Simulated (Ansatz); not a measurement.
# Calculations on BNH4OF2

Part 1: Relaxation

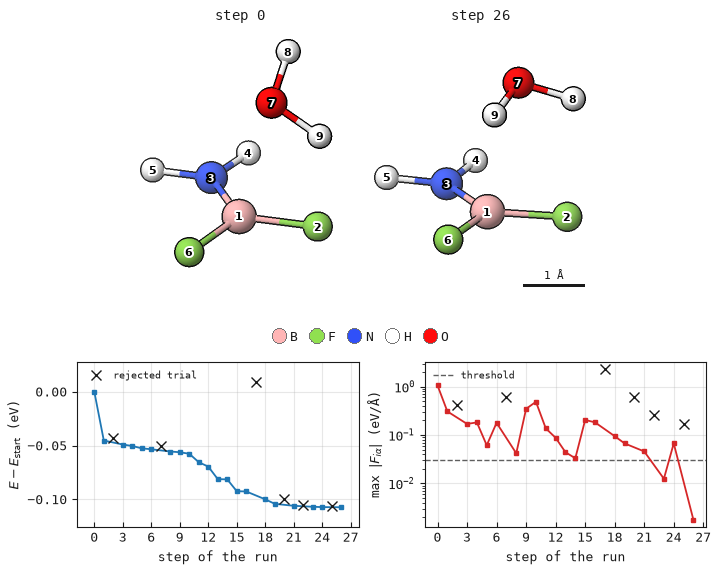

First and last geometry of a relaxation of BNH₄OF₂, with the history of the run. The picture is a ball-and-stick view, seen from a free direction.

The run prepares an end point of a later path (reaction) calculation, from a guessed geometry.

Computed with RHF/def2-SVP (Ansatz 0.2.0). Set-up: no spin polarisation; force threshold 0.03 eV/Å; at most 50 steps.

### Read the history and describe the run.

It converged. The atom that moves furthest after the best rigid fit is H9 (1.27 Å). Largest moves by element: H 1.27 Å, F 0.39 Å, O 0.37 Å, B 0.21 Å, N 0.17 Å. Some distances before and after: O7–H9 0.969 → 0.946 Å, B1–F6 1.317 → 1.323 Å. Over 20 accepted moves (26 points after the start) the energy falls by 0.107 eV. The largest force component goes from 1.1 to 0.0018 eV/Å. The line search rejected the trial steps at points 2, 7, 17, 20, 22, 25 of the run. The forces were under the threshold at step 23, but the run went on from there.

Limits of the set-up: Hartree-Fock leaves out electron correlation.

Part 2: Relaxation

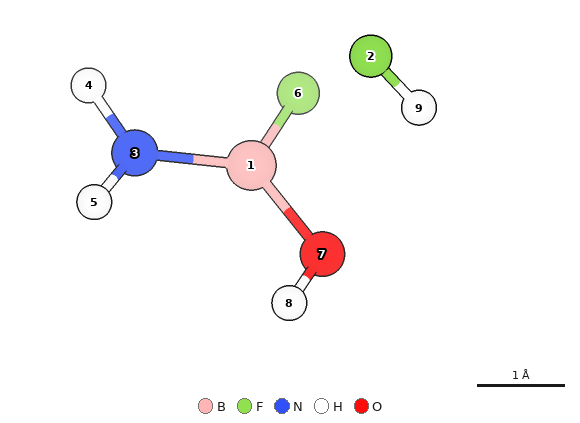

This is the input geometry for a relaxation of BNH$_{4}$OF$_{2}$. The picture is a ball-and-stick view, seen at a tilt.

The run prepares an end point of a later path (reaction) calculation, from a guessed geometry.

Computed with RHF/def2-SVP (Ansatz 0.2.0).

Input
```yaml
crystal:
  periodic: [false, false, false]
  atoms:
    - { symbol: B, position_ang: [0.135261, 0.534237, -0.254861] }
    - { symbol: F, position_ang: [0.079633, -0.300106, 2.136116] }
    - { symbol: "N", position_ang: [1.33718, 0.105576, -0.830453] }
    - { symbol: H, position_ang: [1.4113, -0.789957, -1.26538] }
    - { symbol: H, position_ang: [2.205594, 0.585487, -0.733632] }
    - { symbol: F, position_ang: [-0.960015, -0.197063, -0.406944] }
    - { symbol: O, position_ang: [-0.041562, 1.73852, 0.400729] }
    - { symbol: H, position_ang: [0.750282, 2.23383, 0.537411] }
    - { symbol: H, position_ang: [-0.515474, 0.386075, 2.080415] }
basis:
  gaussian: { orbitals: def2-SVP }
hamiltonian:
  xc: hf
relax:
  f_tol: 0.03
  max_steps: 50
```

Command:
```bash
ansatz run input.yaml --threads 1 --pin off --max-ram 2048MiB --backend cpu --events-out ev --progress --plain --runs-dir out
```

What does the optimiser find from here?

After 21 accepted moves (24 points after the start) the energy has fallen by 18.7 kJ/mol. Largest force component: 0.8 eV/Å at the start, 0.012 eV/Å at the end. The line search rejected the trial steps at points 5, 6, 16 of the run. The atom that moves furthest after the best rigid fit is F2 (1.90 Å). Largest moves by element: F 1.90 Å, O 1.04 Å, H 0.99 Å, N 0.52 Å, B 0.50 Å. Some distances before and after: B1–O7 1.383 → 1.364 Å, B1–F6 1.326 → 1.321 Å. The run took 49 s on 1 thread of Arm Neoverse V1, with other jobs on the host, peak memory 0.16 GiB.

Final geometry:

```xyz
9

B     0.4426    0.1364   -0.2973
F    -1.1670    0.7788    3.0821
N     1.3868    0.2923   -1.3184
H     1.3755   -0.2975   -2.1244
H     2.1181    0.9705   -1.3214
F    -0.4801   -0.8040   -0.4002
O     0.3931    0.8979    0.8334
H     1.0448    1.5756    0.9142
H    -0.7117    0.7466    2.2955
```

After the run, drawn alike:

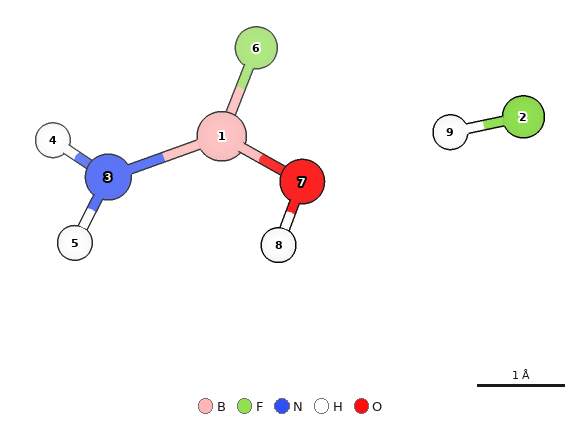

Limits of the set-up: the start holds two separate molecules, 2.2 Å apart at their closest, whose relative position is a soft coordinate and is computed without a dispersion correction; Hartree-Fock leaves out electron correlation.

Part 3: Path

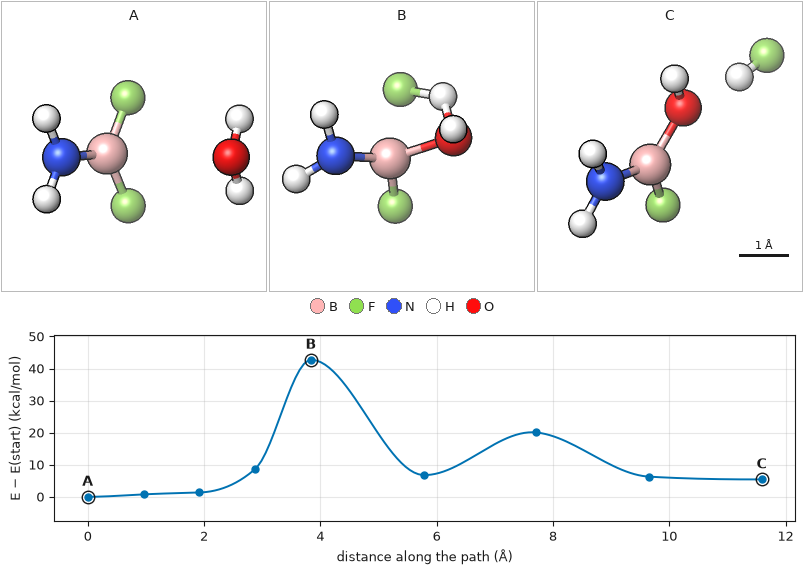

A search for the minimum-energy path of BNH4OF2, made up at the start of BNH2F2 and H2O by the nudged elastic band. Images are numbered from 0 (start) to 8 (end). Frames A to C are images 0, 4, 8. The picture is a ball-and-stick view, seen at a tilt.

Theory: Ansatz, RHF/def2-SVP. Run with 7 movable images; climbing image; force threshold 0.05 eV/Å; iteration limit 60; starting path through a guess of the saddle point.

Read off the barrier and say what moves.

Answer. The path has more than one stage, and so few images may leave a stage unresolved. Breaking: B–F (1.32 → 3.80 Å), H–O (0.95 → 1.84 Å). Forming: B–O (2.81 → 1.36 Å), F–H (3.17 → 0.91 Å). The energy climbs by 42.7 kcal/mol to image 4 and then falls by 37.3 kcal/mol, so the end point sits at +5.4 kcal/mol. The profile has 2 maxima (images 4, 6) with a dip at image 5 (+6.8 kcal/mol), so the process runs in steps. The band converged in 60 iterations. The largest component of the band force went from 62 to 0.036 eV/Å. The climbing image converged on the top of the path. Its curvatures weren't checked.

Limits of the set-up: the start holds two separate molecules, 2.6 Å apart at their closest, whose relative position is a soft coordinate and is computed without a dispersion correction; Hartree-Fock leaves out electron correlation.

Cost: 9.4 min on 1 thread of Arm Neoverse V1, on a shared host, peak memory 0.17 GiB.
